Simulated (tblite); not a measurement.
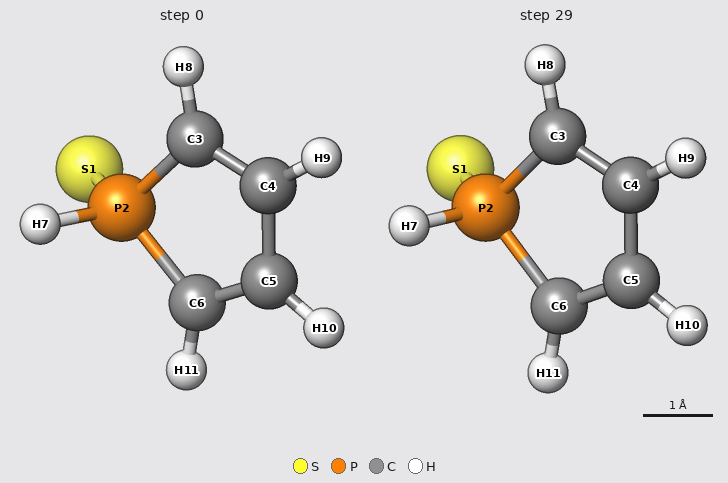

The structure of C$_{4}$H$_{5}$PS before (left) and after (right) a relaxation, at one scale.

A ball-and-stick model, seen at a tilt.

The calculation used GFN2-xTB geometry optimisation, gas phase in tblite. 

**Summarise the run.**

Over 29 geometry steps the energy falls by 3.20 kcal/mol. S1 moves most after the best rigid fit: 0.10 Å. By element the largest moves are S 0.10 Å, H 0.10 Å, C 0.06 Å, P 0.02 Å. Near-neighbour distances that change, for instance: P2–C3 1.763 → 1.811 Å, S1–P2 1.958 → 1.933 Å, P2–C6 1.785 → 1.810 Å, C3–C4 1.351 → 1.340 Å. Among the angles between lasting bonds that change: S1–P2–H7 108.9° → 116.5°, C3–P2–H7 108.6° → 103.5°, C6–P2–H7 108.3° → 103.4°.
